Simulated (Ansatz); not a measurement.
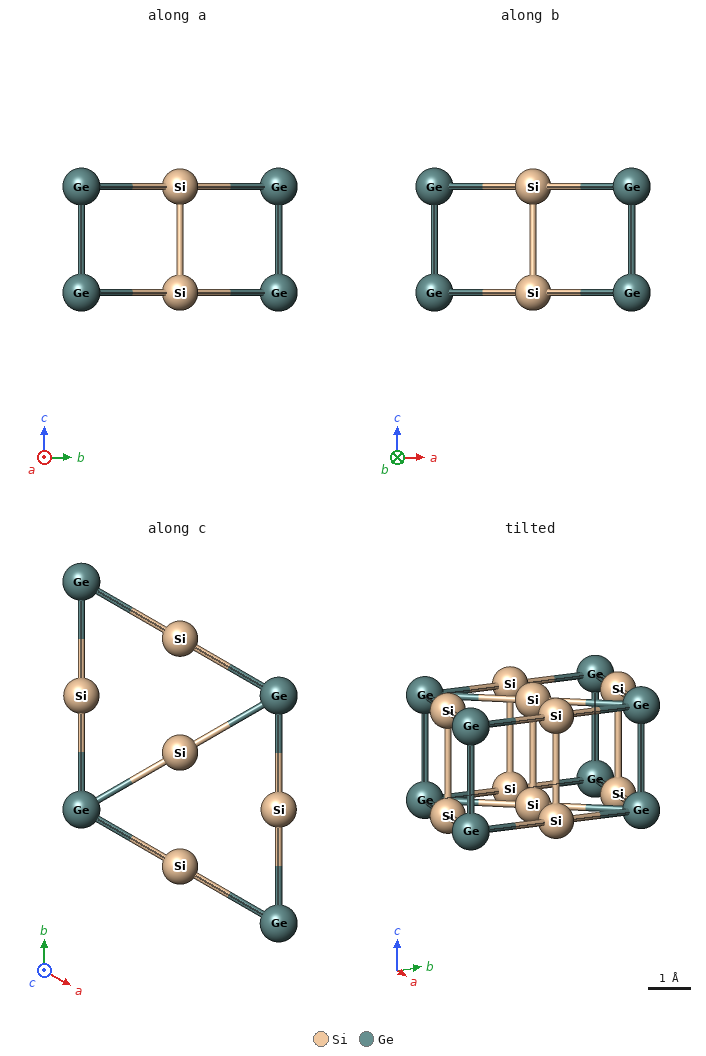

We look at a ball-and-stick model of the crystal along the a axis, along the b axis, along the c axis and slightly off an axis. The frame is the conventional unit cell; atoms at its boundary are shown with their periodic copies.

Lattice parameters: a = 5.431 Å, b = 5.431 Å, c = 2.528 Å, α = 90.00°, β = 90.00°, γ = 120.00°.

Give the structure in the form of a table of Wyckoff sites.

Space group P6/mmm (No. 191).
| atom | site | x | y | z |
| --- | --- | --- | --- | --- |
| Si | 3f | 0.0000 | 0.5000 | 0.0000 |
| Ge | 1a | 0.0000 | 0.0000 | 0.0000 |

Provenance: a structure type filled with these elements by a generator (whether the compound takes this form wasn't checked). Earlier steps of the study may have refined or changed the cell and positions. It was run through Ansatz as a DFT input.
